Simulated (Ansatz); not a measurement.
## Electronic structure of C2H7AgSi (SMILES C[SiH](C)[Ag]) in real space

```xyz
11

C    -2.3959    0.0662   -0.0234
C     0.1134    0.1335   -1.8186
Ag   -2.8289    1.5983   -3.2238
Si   -1.7700   -0.0394   -1.8051
H    -1.9108   -0.7069    0.5960
H    -2.1708    1.0494    0.4173
H    -3.4842   -0.0875    0.0268
H    -2.1075   -1.4081   -2.3282
H     0.4230    1.1189   -1.4382
H     0.5170    0.0199   -2.8359
H     0.5704   -0.6405   -1.1793
```

Geometry: PBE0-D3(BJ)/def2-SVP; core potentials replace the inner electrons of Ag.

Computed with Ansatz, isolated molecule in a Gaussian basis; Kohn-Sham density functional theory, functional PBE0.

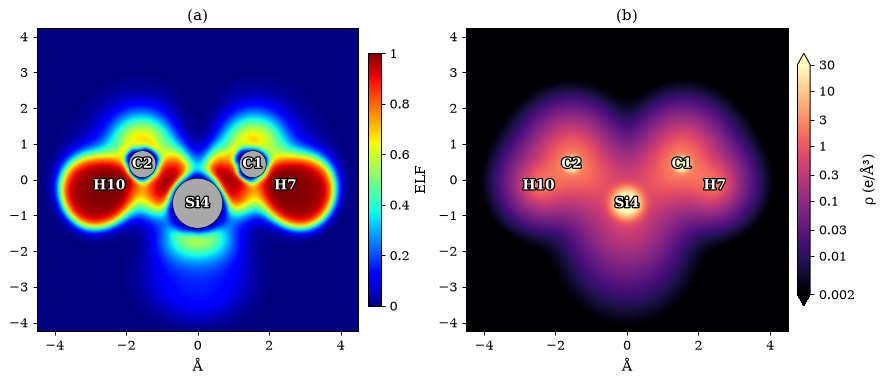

Figure 1. (a) electron localisation function; (b) electron density on the plane of atoms C1, Si4 and C2. Grey discs cover the atomic cores in the ELF map.

### Interpret the plot.

- The section cuts through C, Si and H sites.
- C–Si (1.89 Å): the density is about 0.92 e/Å³ at the midpoint; the ELF peaks at about 0.95 between the atoms, as expected for a shared electron pair.
- C–H (1.10 Å): ρ is about 1.9 e/Å³ halfway; the ELF climbs to about 1 towards the hydrogen, as it does in any bond to H: an ordinary covalent bond to hydrogen.

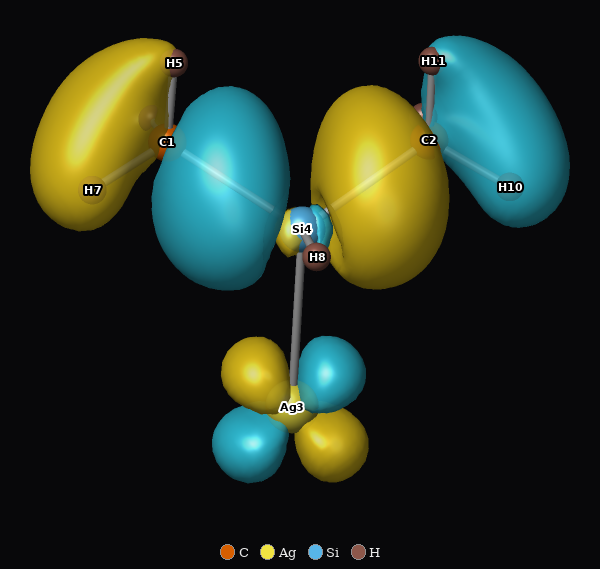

Figure 2. The HOMO−1 at ±0.1 Å⁻³ᐟ² (yellow and cyan are the two phases), seen across its widest extent.

### Describe this orbital and give its energy.

It lies mainly on C1 (about 25 %), C2 (about 25 %), Si4 (about 20 %) and Ag3 (about 10 %). Its energy is −8.40 eV.

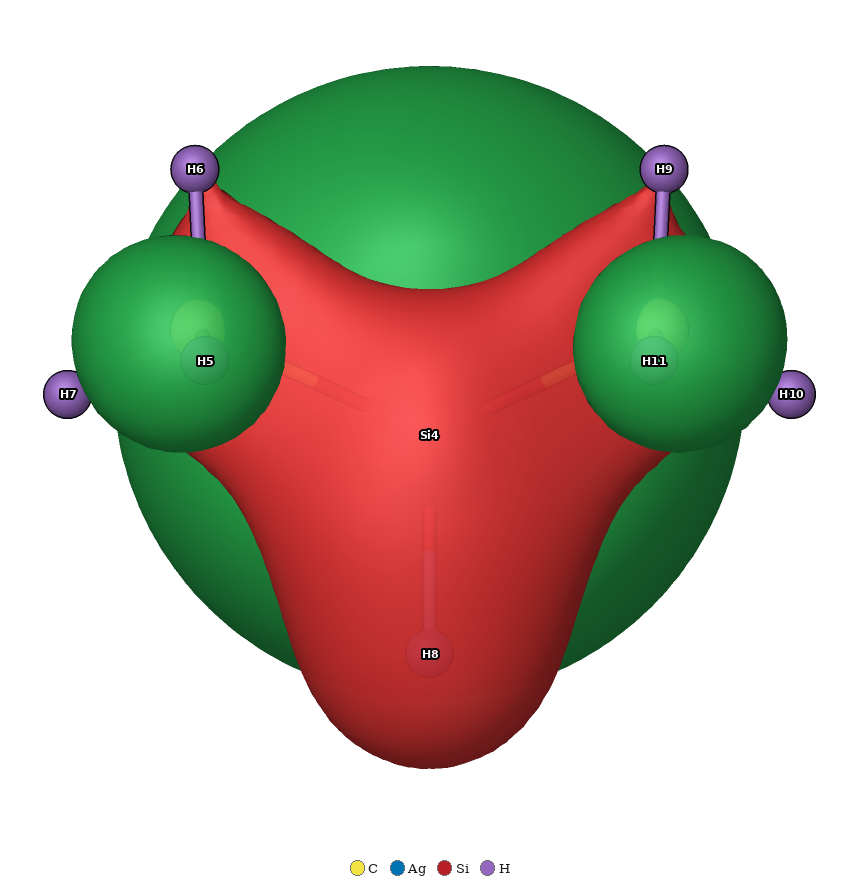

Figure 3. One frontier orbital at ±0.06 Å⁻³ᐟ² (green and red are the two phases), seen from one side.

### Which orbital is it: HOMO or LUMO?

The HOMO, at −6.11 eV. It lies mainly on Ag3 (about 60 %) and Si4 (about 25 %).
